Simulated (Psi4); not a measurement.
# revPBE/6-31G(d) (spherical functions) run of C2F4 (tetrafluoroethylene)

What is the vertical singlet–triplet gap of C2F4 (tetrafluoroethylene) at revPBE/6-31G* (spherical functions)? 

The calculation is run with Psi4 1.11.

1 further run of the same task is left out (set aside as unsound or not needed).

## Step 1: The system as given

The species is C2F4 (6 atoms), meant as a singlet with charge 0. As SMILES, `FC(F)=C(F)F`. Geometry: relaxed at PBE0-D4/def2-TZVP.

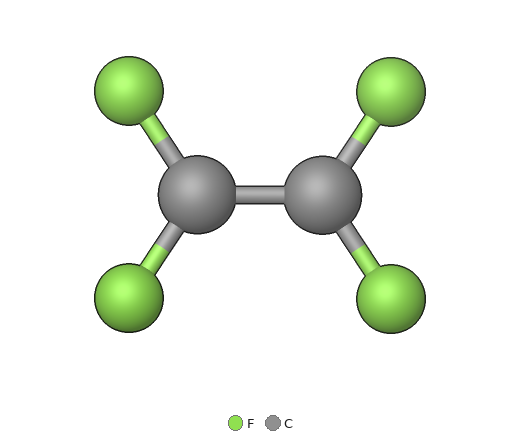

Viewed from a chosen angle; fluorine green, carbon grey.

## Step 2: Energy and forces at revPBE/6-31G(d) (spherical functions)

Contents of c2f4.dat:

```
memory 1.6 GB

molecule mol {
  F      1.169200    -1.134500    -0.708000
  C      0.202500    -0.640200     0.025700
  F     -0.337500    -1.520600     0.832300
  C     -0.188400     0.618800    -0.041100
  F      0.351500     1.499300    -0.847600
  F     -1.155200     1.113100     0.692600
  symmetry c1
  no_reorient
  no_com
}

set reference rks
set puream true
set e_convergence 1e-09
set d_convergence 1e-08
set scf_type pk
set dft_radial_points 99
set dft_spherical_points 590

e_tot, wfn = gradient('revpbe/6-31G*', return_wfn=True)
oeprop(wfn, 'DIPOLE', 'WIBERG_LOWDIN_INDICES', 'QUADRUPOLE')
print_variables()
```

Started as:

```bash
$ psi4 c2f4.dat c2f4.out -n 1
```

c2f4.out (excerpt; [...] marks lines left out):

```text
[...]
  Running in c1 symmetry.
[...]
  Nuclear repulsion =  245.555220689731556
[...]
  Multiplicity = 1
[...]
  Nalpha       = 24
  Nbeta        = 24
[...]
    Number of basis functions: 84
[...]
   @RKS iter   1:  -475.28768441270347    4.57257e-02   4.68384e-03 DIIS/ADIIS
[...]
   @RKS iter  10:  -475.34724825170770    0.00000e+00   9.50288e-09 DIIS
[...]
    Orbital Energies [Eh]
    ---------------------
    Doubly Occupied:
       1A    -24.325322     2A    -24.325249     3A    -24.325247
       4A    -24.325219     5A    -10.063104     6A    -10.062492
       7A     -1.198607     8A     -1.184519     9A     -1.141536
      10A     -1.130587    11A     -0.718987    12A     -0.584518
      13A     -0.542391    14A     -0.538572    15A     -0.496732
      16A     -0.480617    17A     -0.435319    18A     -0.406449
      19A     -0.381225    20A     -0.376648    21A     -0.373995
      22A     -0.371610    23A     -0.354081    24A     -0.197114
[...]
  @RKS Final Energy:  -475.34724825170770
   => Energetics <=
    Nuclear Repulsion Energy =            245.5552206897315557
    One-Electron Energy =               -1147.3049586543809255
    Two-Electron Energy =                 478.9959893528867383
    DFT Exchange-Correlation Energy =     -52.5934996399450654
    Empirical Dispersion Energy =           0.0000000000000000
    VV10 Nonlocal Energy =                  0.0000000000000000
    Total Energy =                       -475.3472482517076969
[...]
  -Total Gradient:
     Atom            X                  Y                   Z
    ------   -----------------  -----------------  -----------------
       1       -0.021938343514     0.009474470960     0.017244700749
       2       -0.000271241703     0.000960952839    -0.000071804364
       3        0.013234327636     0.018454835084    -0.018697626799
       4        0.000337338496    -0.000988040557     0.000021366195
       5       -0.013255217463    -0.018463785830     0.018721086309
       6        0.021893206325    -0.009438418420    -0.017217785440
[...]
 Multipole Moments:
 ------------------------------------------------------------------------------------
     Multipole            Electronic (a.u.)      Nuclear  (a.u.)        Total (a.u.)
 ------------------------------------------------------------------------------------
 L = 1.  Multiply by 2.5417464519 to convert [e a0] to [Debye]
 Dipole X            :         -0.6359211            0.6360818            0.0001607
 Dipole Y            :          0.9687882           -0.9688626           -0.0000744
 Dipole Z            :          0.6966216           -0.6967420           -0.0001205
 Magnitude           :                                                    0.0002141
 L = 2.  Multiply by 1.3450342976 to convert [e a0^2] to [Debye ang]
 Quadrupole XX       :       -118.0965221           96.0965421          -21.9999800
 Quadrupole XY       :         56.0596021          -55.8024273            0.2571748
[...]
```

It took 10 s on 1 thread of Intel Xeon 6975P-C (Granite Rapids), shared host; peak memory 0.98 GiB.

## Step 3: The triplet: a single-point energy at U-revPBE/6-31G(d) (spherical functions)

Contents of c2f4.py:

```python
import psi4

psi4.set_memory('1600 MB')
psi4.set_num_threads(1)
psi4.core.set_output_file('run.log', False)

mol = psi4.geometry("""
0 3
F
C 1 1.310403
F 2 1.310461 1 113.27803
C 2 1.31998 1 123.36136 3 -179.99481
F 4 1.310425 2 123.36791 1 -0.00722
F 4 1.310477 5 113.2713 2 179.99658
symmetry c1
no_reorient
no_com
""")

psi4.set_options({
    'reference': 'uks',
    'puream': True,
    'e_convergence': 1e-09,
    'd_convergence': 1e-08,
    'scf_type': 'pk',
    'dft_radial_points': 99,
    'dft_spherical_points': 590,
    'maxiter': 200,
})

e, wfn = psi4.energy('revpbe/6-31G*', molecule=mol, return_wfn=True)
psi4.oeprop(wfn, 'QUADRUPOLE', 'WIBERG_LOWDIN_INDICES', 'MAYER_INDICES')
print(f'revpbe/6-31G* energy: {e:.10f} Eh')
```

Started as:

```bash
$ python c2f4.py
```

run.log (excerpt; [...] marks lines left out):

```text
[...]
  Running in c1 symmetry.
[...]
  Nuclear repulsion =  245.555227630409689
[...]
  Multiplicity = 3
[...]
  Nalpha       = 25
  Nbeta        = 23
[...]
    Number of basis functions: 84
[...]
   @UKS iter   1:  -475.10254620156013    2.30864e-01   4.59254e-03 ADIIS/DIIS
[...]
   @UKS iter  12:  -475.17077622806244   -1.93268e-12   1.96662e-09 DIIS
[...]
   @S^2 Observed:                2.004197631E+00
[...]
  @UKS Final Energy:  -475.17077622806244
   => Energetics <=
    Nuclear Repulsion Energy =            245.5552276304096893
    One-Electron Energy =               -1147.2578064433355394
    Two-Electron Energy =                 479.1801990295538758
    DFT Exchange-Correlation Energy =     -52.6483964446904835
    Empirical Dispersion Energy =           0.0000000000000000
    VV10 Nonlocal Energy =                  0.0000000000000000
    Total Energy =                       -475.1707762280624365
[...]
 Multipole Moments:
 ------------------------------------------------------------------------------------
     Multipole            Electronic (a.u.)      Nuclear  (a.u.)        Total (a.u.)
 ------------------------------------------------------------------------------------
 L = 1.  Multiply by 2.5417464519 to convert [e a0] to [Debye]
 Dipole X            :         -0.0000238            0.0000084           -0.0000154
 Dipole Y            :          0.0000139           -0.0000045            0.0000094
 Dipole Z            :         -0.0001482           -0.0000547           -0.0002029
 Magnitude           :                                                    0.0002037
 L = 2.  Multiply by 1.3450342976 to convert [e a0^2] to [Debye ang]
 Quadrupole XX       :        -21.1093533            0.0000007          -21.1093526
 Quadrupole XY       :          0.0083126           -0.0081240            0.0001886
[...]
```

On the terminal:

```text
revpbe/6-31G* energy: -475.1707762281 Eh
```

Wall time 13 s (1 thread of Intel Xeon 6975P-C (Granite Rapids), shared host); peak memory 0.98 GiB.

## Step 4: Summary of results

Level: revPBE/6-31G* (spherical functions).

| quantity | value |
| --- | --- |
| singlet: total energy | -475.34725 Eh |
| singlet: dipole moment | 0.00 D |
| singlet: HOMO energy | -5.36 eV |
| singlet: LUMO energy | 0.49 eV |
| singlet: HOMO–LUMO gap | 5.85 eV |
| singlet: largest force on an atom | 1.515 eV/Å |
| triplet: total energy | -475.17078 Eh |
| triplet: dipole moment | 0.00 D |
| triplet: HOMO energy (highest over α and β) | -0.46 eV |
| triplet: ⟨S²⟩ | 2.004 |
| vertical energy of the triplet above the singlet | 4.802 eV |

In words: At this shape the triplet lies 4.80 eV (463 kJ/mol) above the singlet. The largest force (singlet) is 1.52 eV/Å: the shape isn't a stationary point for this species at this level.
